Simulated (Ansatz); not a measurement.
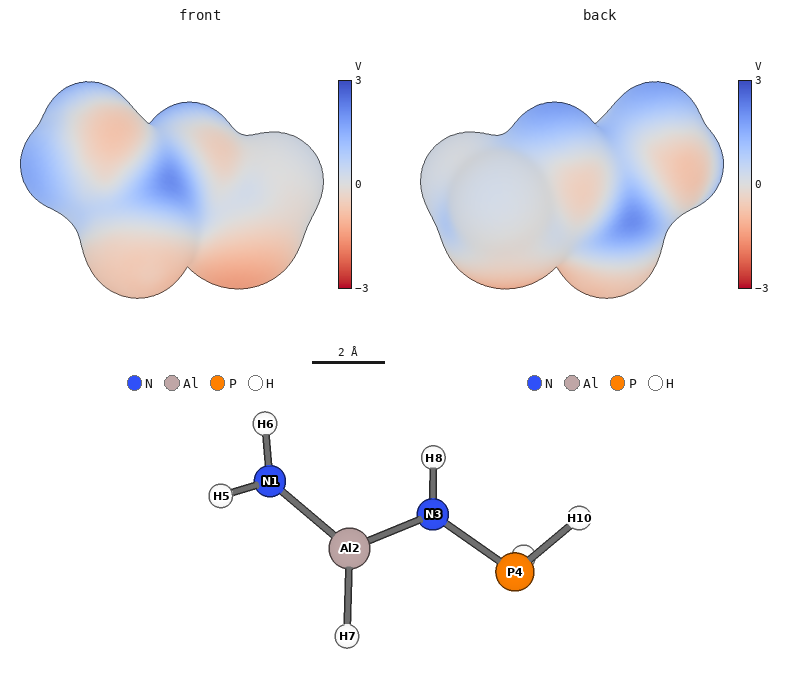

Figure 1: AlH₆N₂P (SMILES [NH2][AlH][NH]P). The molecular electrostatic potential painted on the density surface at 0.002 e/bohr³, seen from the front and from behind; red is negative and blue positive. The bare structure is drawn below in the same view.

The calculation used RKS r2SCAN/def2-SVP (Ansatz 0.2.0).

| atom | x (Å) | y (Å) | z (Å) |
| --- | --- | --- | --- |
| N | -0.6249 | 2.1895 | -0.2395 |
| Al | -0.5601 | 0.5332 | 0.3943 |
| N | 0.7272 | -0.5693 | -0.2110 |
| P | 0.9344 | -2.1984 | 0.3122 |
| H | -1.3215 | 2.8702 | 0.0484 |
| H | -0.0065 | 2.6155 | -0.9230 |
| H | -1.6122 | 0.0408 | 1.4615 |
| H | 1.3961 | -0.2377 | -0.9065 |
| H | 1.1016 | -2.8830 | -0.9421 |
| H | 2.3502 | -2.2413 | 0.5643 |

### Which sites attract a positive test charge, and which a negative one?

A positive charge is drawn to the negative regions and a negative charge to the positive ones. The most negative region (about −1.3 V) lies over P4, the most positive (about +2.0 V) over Al2.
